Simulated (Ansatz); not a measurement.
Start from HfS$_{2}$ in the CdI2 type structure (space group P-3m1, No. 164; a = 3.547 Å, c = 5.577 Å; layered, stacked along the Cartesian z axis). Axes: x lies along a and z along c of the hexagonal cell.

Now apply this change: biaxial strain +2.50 %, plane normal [001], relaxed out of plane (Cartesian); in-plane vectors clamped, the third vector and the atoms free.

Method: plane-wave PAW DFT at the PBEsol-D3(BJ) level (Ansatz, a first-principles code, 420 eV), no SOC.

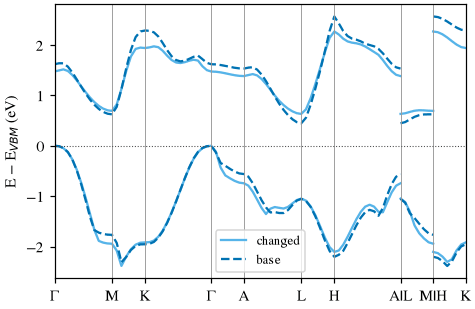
Highest valence and lowest conduction band along the path, each from its own valence-band maximum

### Question
Read the changed gap and its character from the plot.

### Answer
About 0.6 eV, indirect, Γ → L.

With Hf present, leaving out spin-orbit coupling can change the band edges. No phonon test of stability was made.
